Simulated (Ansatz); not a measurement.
# CH3FO (SMILES OCF) at CCSD/STO-3G

Aim: the vertical ionisation energy of CH3FO at CCSD/STO-3G, from 2 runs. 

The results are computed with Ansatz 0.2.0.

68 further runs of the same task are left out: 2 that didn't finish, 66 set aside as unsound or not needed.

### 1 The molecule

The species is CH3FO (6 atoms), meant as a singlet with charge 0. As SMILES, `OCF`. The coordinates come from a PBE0-D4/def2-TZVP relaxation. This is one conformer, not always the lowest.

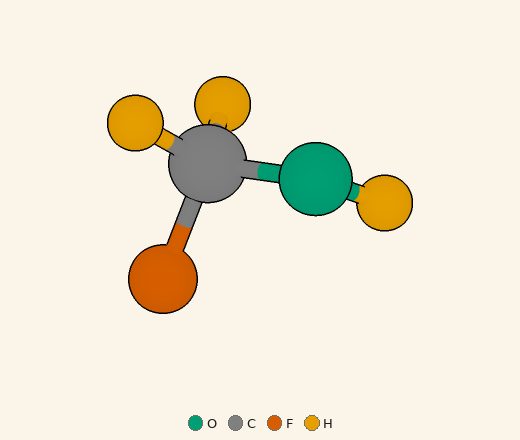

The structure, seen from a chosen angle (oxygen teal, carbon grey, fluorine orange, hydrogen amber).

### 2 A single-point energy at CCSD/STO-3G

The input, run.yaml:

```yaml
crystal:
  periodic: [false, false, false]
  atoms:
    - {symbol: O, position_ang: [-0.794000, -0.697200, -0.247400]}
    - {symbol: C, position_ang: [0.250200, 0.049000, 0.230800]}
    - {symbol: F, position_ang: [-0.094100, 1.383200, 0.323800]}
    - {symbol: H, position_ang: [-0.928700, -0.495100, -1.178000]}
    - {symbol: H, position_ang: [1.136800, 0.004900, -0.412500]}
    - {symbol: H, position_ang: [0.472100, -0.308800, 1.237300]}
basis:
  gaussian: {orbitals: STO-3G}
correlation: {method: ccsd, frozen_orbitals: {C: 1, F: 1, H: 0, O: 1}}
accuracy: high
scf: {omitted_lower_state_checks: [cluster_reference, increment]}
```

On the command line:

```console
ansatz run run.yaml --threads 1 --pin off --max-ram 2610MiB --events-out events.jsonl --progress --plain --runs-dir runs
```

What it wrote, shortened:

```text
Warning: RAYON_NUM_THREADS=1 ignored (pool sized by the plan → 1); use --threads N
Functional definition: HF
  name "HF"
[...]
322 factors; integrals over basis functions are off by at most 3.3e-8 eV
[...]
mean field -5741.67776127 eV, -211.0027658775 hartree, gradient 2.3e-8 eV, S^2 0.000000; 0 other end points of the search recorded, 0 dependent functions left out
3 core orbitals not correlated: weight in the atoms' cores, before any rotation towards them, 1.000 or more for the frozen orbitals, at most 0.000 for the correlated occupied ones
reference -5741.67776127 eV, -211.0027658775 hartree; 10, 10 occupied and 5, 5 virtual orbitals, 322 factors
second order -2.70431161 eV of doubles, -0.00000000 eV of singles
cycle   1  -3.26888280 eV  change   -5.6e-1 eV  update   6.0e-2
[...]
cycle  18  -3.56879771 eV  change  -8.1e-10 eV  update   1.8e-9
Total energy: -5745.24655898 eV, -211.1339167744 hartree
Checks for a lower state left out: cluster_reference, increment
```

Run time: 0.16 s. Hardware: 1 thread of Arm Neoverse V1, shared host.

### 3 The doublet cation

The input, input.yaml:

```yaml
basis:
  gaussian:
    orbitals: STO-3G
crystal:
  periodic: [false, false, false]
  atoms:
    - {symbol: O, position_ang: [-0.794000, -0.697200, -0.247400]}
    - {symbol: C, position_ang: [0.250200, 0.049000, 0.230800]}
    - {symbol: F, position_ang: [-0.094100, 1.383200, 0.323800]}
    - {symbol: H, position_ang: [-0.928700, -0.495100, -1.178000]}
    - {symbol: H, position_ang: [1.136800, 0.004900, -0.412500]}
    - {symbol: H, position_ang: [0.472100, -0.308800, 1.237300]}
magnetization:
  spin_polarized: true
  initial_magnetization: 1
correlation:
  method: ccsd
  frozen_orbitals: {C: 1, F: 1, H: 0, O: 1}
scf:
  omitted_lower_state_checks: [cluster_reference, increment]
accuracy: high
total_charge: 1
```

On the command line:

```console
ansatz run input.yaml --threads 1 --pin off --max-ram 2610MiB --events-out events.jsonl --progress --plain --runs-dir runs
```

What it wrote:

```text
Warning: RAYON_NUM_THREADS=1 ignored (pool sized by the plan → 1); use --threads N
[... 14 lines left out ...]
3 core orbitals not correlated: weight in the atoms' cores, before any rotation towards them, 1.000 or more for the frozen orbitals, at most 0.000 for the correlated occupied ones
[... 44 lines left out ...]
Total energy: -5737.08643081 eV, -210.8340375955 hartree
Checks for a lower state left out: cluster_reference, increment
```

It took 0.48 s on 1 thread of Arm Neoverse V1, shared host.

### 4 Summary of results

Level: CCSD/STO-3G, 3 core orbitals frozen.

| quantity | value |
| --- | --- |
| singlet CH3FO: total energy | -211.13392 Eh |
| singlet CH3FO: correlation energy (3 core orbitals frozen) | -131.2 mEh |
| singlet CH3FO: T1 diagnostic | 0.008 |
| doublet cation: total energy | -210.83404 Eh |
| doublet cation: correlation energy (3 core orbitals frozen) | -131.2 mEh |
| doublet cation: ⟨S²⟩ of the reference determinant | 0.762 |
| doublet cation: T1 diagnostic | 0.026 |
| vertical ionisation energy (to the doublet cation) | 8.160 eV |

**Reading.** Removing an electron at fixed nuclei costs 8.16 eV (787 kJ/mol). In a minimal basis such a difference can be off by several eV, whatever the method.
